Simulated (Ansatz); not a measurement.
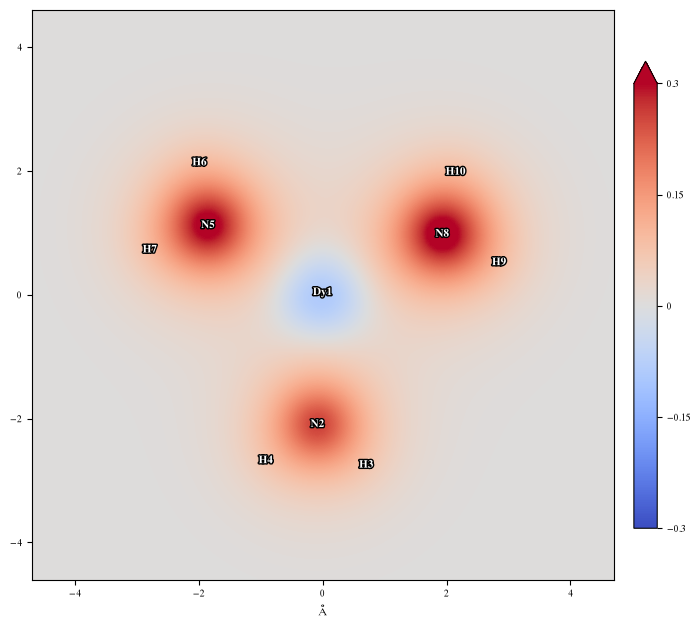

Figure. DyH₆N₃ (Dy(NH2)3) (sextet). The HOMO (α) on a plane 0.8 Å above the molecular plane (values in Å⁻³ᐟ²; the overall sign is arbitrary).

Geometry: r2SCAN-D4/def2-SVP; not at a stationary point (largest force 0.6 eV/Å).

These are results of UKS PBE0-D4/def2-TZVP (Ansatz 0.2.0), not measurements.

| atom | x (Å) | y (Å) | z (Å) |
| --- | --- | --- | --- |
| Dy | -0.0390 | -0.0113 | -0.0621 |
| N | 2.0523 | 0.4076 | -0.0220 |
| H | 2.8238 | -0.2629 | 0.0061 |
| H | 2.4984 | 1.3275 | -0.0038 |
| N | -1.3977 | 1.6511 | -0.0156 |
| H | -2.4196 | 1.6333 | 0.0126 |
| H | -1.1553 | 2.6444 | 0.0064 |
| N | -0.6688 | -2.0642 | 0.0059 |
| H | -0.0714 | -2.8936 | 0.0386 |
| H | -1.6227 | -2.4318 | 0.0340 |

**Describe this orbital and give its energy.**

Its weight (Hirshfeld) is mainly on N8 (about 30 %), N5 (about 30 %) and N2 (about 20 %); largely a combination of lone pairs on N8, N5 and N2. Its energy is −6.24 eV.
